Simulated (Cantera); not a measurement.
Input: 1 mol MgO, 0.013 mol Br2, at 0.410 bar.

Cantera equilibrium calculation (NASA polynomials, part measured and part estimated; ideal gas, pure solids and liquids). Candidate condensed phases: Br2, Mg, MgBr2, MgO; 10 gas species. Rates play no part.

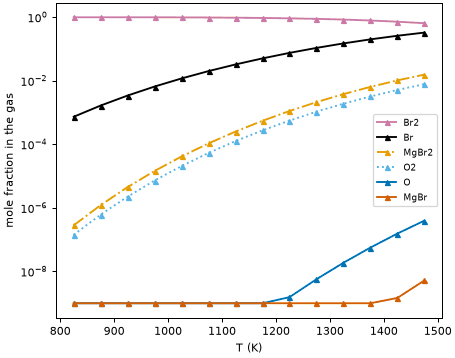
*Equilibrium gas composition (values under 1e-9 drawn at 1e-9)*

Question: Read off the mole fractions at 1025 K.

Answer: Br2 about 0.99, Br about 0.012, MgBr2 about 4.2e-5, O2 about 2.1e-5.
